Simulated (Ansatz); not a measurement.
One crystal and one scan (scan of one atom of the cell) at two levels, PBE-D3(BJ) (plane waves to 420 eV, PAW, scalar-relativistic; Ansatz, a program for electronic structure) and PBEsol-D3(BJ) (plane waves to 420 eV, PAW, scalar-relativistic; Ansatz), each from its own relaxed cell and on its own mesh. The cell shown is that of PBE-D3(BJ).

Relaxed SnO (litharge type, space group P4/nmm):

```
SnO
1.0
    3.83618     0.00000     0.00000
    0.00000     3.83618     0.00000
    0.00000     0.00000     4.75736
Sn O
2 2
Direct
  0.50000   0.00000   0.24343
  0.00000   0.50000   0.75657
  0.00000   0.00000   0.00000
  0.50000   0.50000   0.00000
```

In each cell atom 3 (O, nearest neighbour Sn at 2.241 Å; its periodic images, 3.8 Å or more away, move with it) moves by s·(0.000, 0.000, 1.000) (along Cartesian z), the rest being held.

Energies are smeared free energies. SnO was relaxed with its symmetry unable to fall. The PAW data are Ansatz's earlier set. With partly filled bands, energies and forces of such displacements shift with the k mesh and the smearing. Percentages come from the unrounded values.

| quantity | PBE-D3(BJ) | PBEsol-D3(BJ) | PBE-D3(BJ) − PBEsol-D3(BJ) |
|---|---|---|---|
| Lattice constant a (Å) | 3.836 | 3.769 | +0.067 (+1.8 %) |
| Lattice constant c (Å) | 4.757 | 4.560 | +0.197 (+4.3 %) |
| Relaxed volume (Å³/atom) | 17.50 | 16.19 | +1.31 (+8.1 %) |
| Force constant k = d²E/ds² at s = 0 (finite differences) (eV/Å²) | 6.74 | 7.16 | -0.42 (-5.8 %) |

PBE-D3(BJ) gives the higher value for: lattice constant a; lattice constant c; relaxed volume. PBE-D3(BJ) gives the lower value for: force constant k = d²E/ds² at s = 0. (PBE-D3(BJ)) At this level the bands of SnO touch or barely overlap; measurements give the solid a gap. Both give the same shape of the curve: a single well with its minimum at or next to zero displacement.

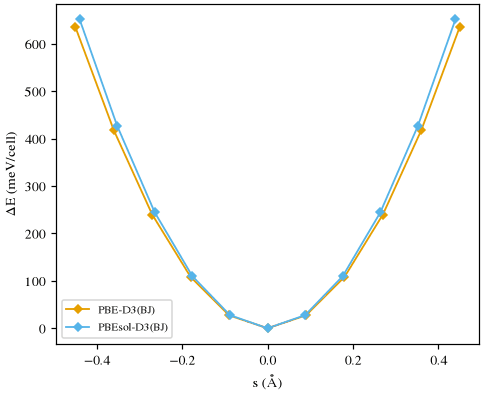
*ΔE, each from the undisplaced structure of its own level.*

(A displaced cell: forces are minus the slopes of the energy, force constants its curvatures, and phonons follow from these.)
